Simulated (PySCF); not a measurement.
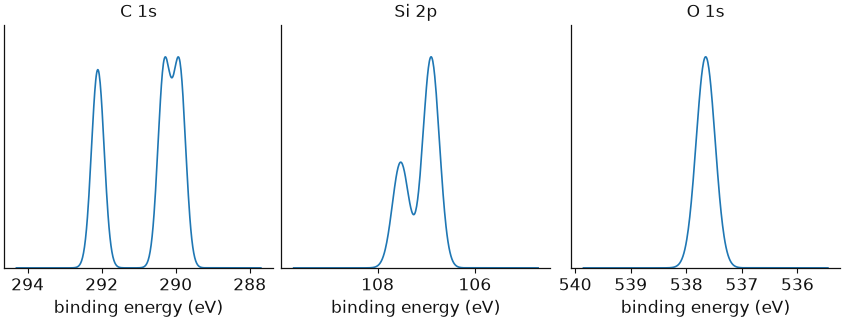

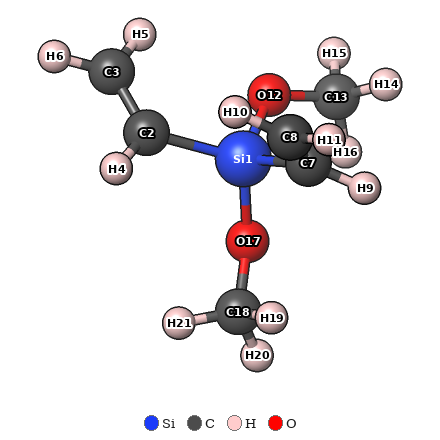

Simulated XPS of C₆H₁₂O₂Si (Si(vinyl)2(OMe)2), SMILES C=C[Si](C=C)(OC)OC. Vertical core-electron binding energies by ΔSCF (SCAN, pcX-2 on the ionised atom, pcseg-1 elsewhere, spin-free X2C; PySCF 2.14.0, at a PBE0-D3(BJ)/def2-SVP geometry (no frequency check)), gas phase, against the vacuum level. One atom of each kind was ionised; within a panel, areas follow the number of like atoms and 2j + 1 (2p levels are split by first-order spin-orbit coupling, an approximation), each panel is scaled alone, Gaussians of 0.4 eV full width. Only the regions named are shown.

Q: Assign the components.

A:
```tsv
level	atoms	binding energy (eV)
C 1s	C13, C18	292.1
C 1s	C3, C8	290.3
C 1s	C2, C7	289.9
Si 2p1/2	Si1	107.5
Si 2p3/2	Si1	106.9
O 1s	O12, O17	537.7
```

Q: How large is the chemical shift across the C 1s region?

A: 2.2 eV, from C2, C7 at 289.9 eV to C13, C18 at 292.1 eV.

Caveats: one conformer of a flexible molecule.
